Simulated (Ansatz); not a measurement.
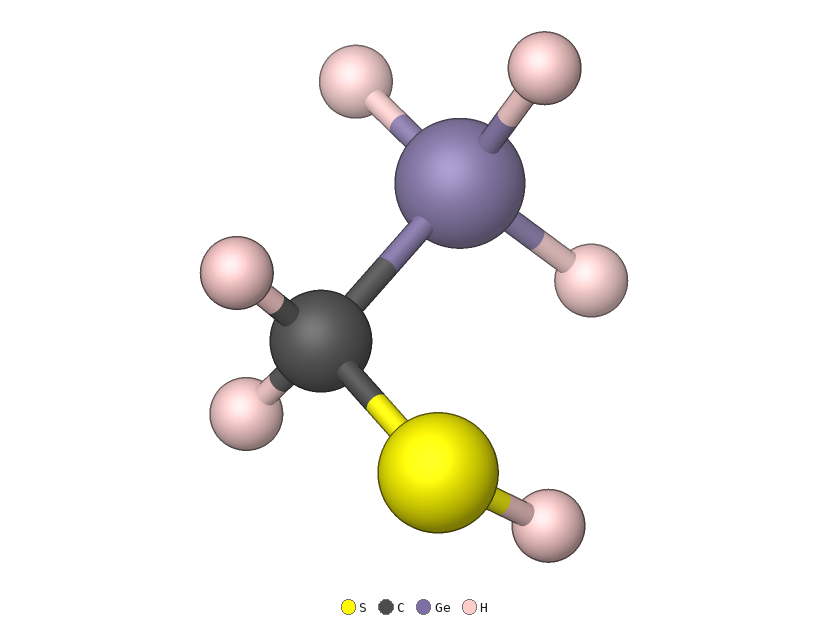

Computed geometry: PBE0-D4/def2-TZVP optimisation.

> What is the molecular formula?

CH6GeS, 9 atoms: 1 carbon, 6 hydrogen, 1 germanium and 1 sulfur.

> Name some functional groups or characteristic bonds that it holds.

Among them: thiol.

> Give the symmetry (Schoenflies symbol).

C1.

The parts below concern this one geometry. Atoms keep their numbers from picture to picture.

**Geometry**

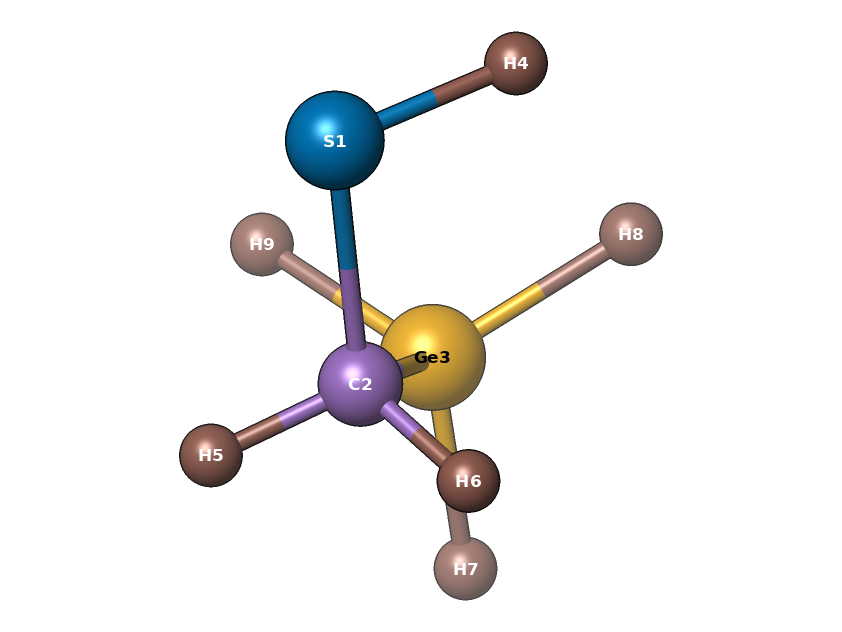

Ge3 lies behind C2. The molecule seen a little off the C2–Ge3 bond, C2 in front. Atoms fade into the background with distance from the viewer.

> What is the torsion angle S1–C2–Ge3–H7? The sign is positive where the front bond must turn clockwise to cover the back bond.

176°, antiperiplanar (anti). The bonds about C2–Ge3 are staggered.

**Electronic properties**

Level of theory: RKS BLYP-D4/def2-TZVPP (Ansatz 0.2.0).

> Give the HOMO energy (Kohn–Sham orbital) at this level.

−5.40 eV.

> Give the HOMO–LUMO gap at this level.

4.70 eV.

> Give the dispersion correction at this level.

−37.9 kJ/mol.

**Dipole moment**

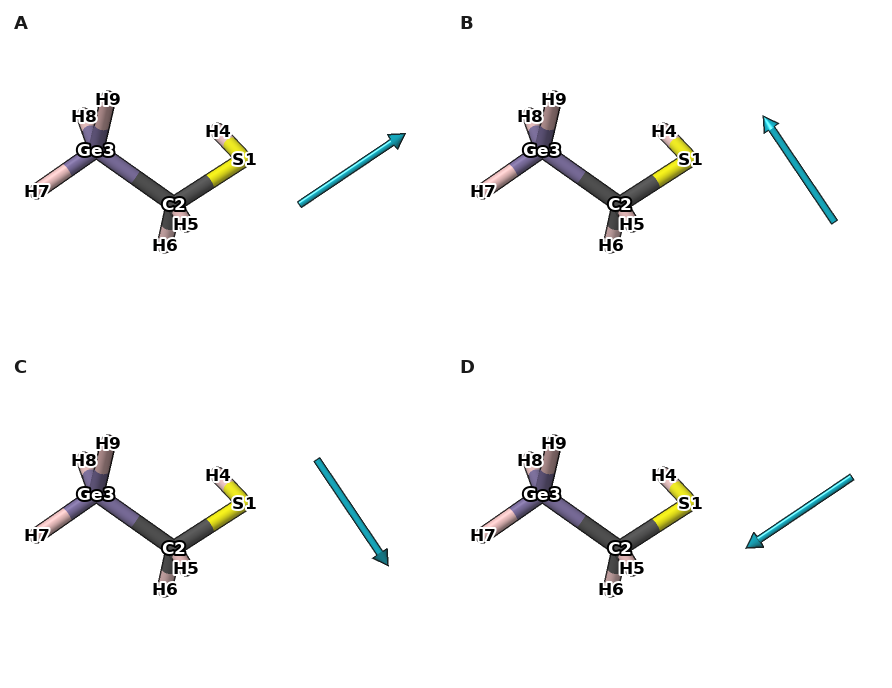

The same molecule four times, each with an arrow. Properties computed with RKS B3LYP-D4/def2-TZVPP (Ansatz 0.2.0).

> Which arrow points along the dipole moment, from the negative to the positive end?

D. The dipole moment is 1.15 D; it points from the side of S1 to the side of H7 (the outermost atoms at the two ends).

**Vibrations**

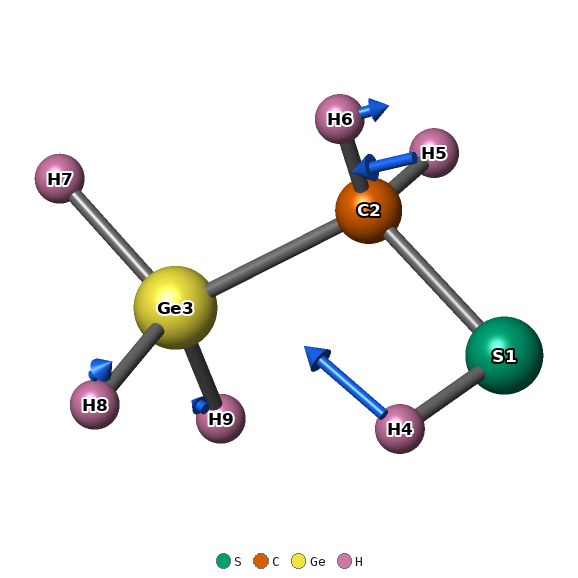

The arrows show one normal mode. Harmonic vibrations computed with RKS PBE0-D4/def2-TZVP (Ansatz 0.2.0) at a stationary point of the same level.

> What kind of motion is it?

Mostly angle bending.

> At what wavenumber does it lie?

934 cm⁻¹; it is mode 12 of 21 counted from the lowest.
